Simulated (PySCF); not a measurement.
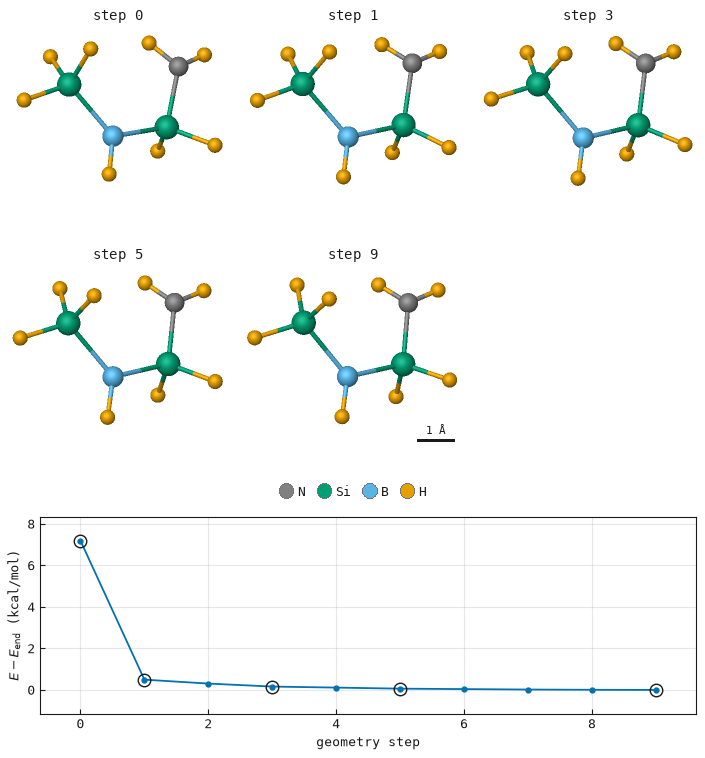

Frames of a relaxation of BSi2NH8, marked on the history of the run. The picture is a ball-and-stick view, seen at a tilt.

The start comes from GFN2-xTB. Its atoms were then displaced at random by about 0.01 Å.

Computed with PySCF 2.14.0, density-fitted response routines, PBE0-D3(BJ)/def2-SVP geometry optimisation, gas phase. 

### Describe the path.

An H atom moves most after the best rigid fit: 0.46 Å. Largest moves by element: H 0.46 Å, N 0.23 Å, Si 0.08 Å, B 0.05 Å. Among the contacts that change: B–Si 1.936 → 2.012 Å, B–H 1.160 → 1.210 Å, H–Si 1.461 → 1.499 Å, B–Si 1.974 → 2.008 Å. Bond angles that change, for instance: B–Si–H 113.2° → 105.1°, B–Si–H 118.1° → 110.8°, N–Si–H 100.7° → 107.3°. The energy falls by 7.19 kcal/mol in 9 geometry steps. From step 0 to 1: an H atom moves most (0.18 Å), energy −6.70 kcal/mol. From step 1 to 3: an H atom moves most (0.12 Å), energy −0.33 kcal/mol. From step 3 to 5: an H atom moves most (0.14 Å), energy −0.10 kcal/mol. From step 5 to 9: an H atom moves most (0.14 Å), energy −0.06 kcal/mol.

```
step  E − E(0), kcal/mol
   0                0.00
   1               -6.70
   2               -6.89
   3               -7.03
   4               -7.08
   5               -7.13
   6               -7.15
   7               -7.17
   8               -7.19
   9               -7.19
```
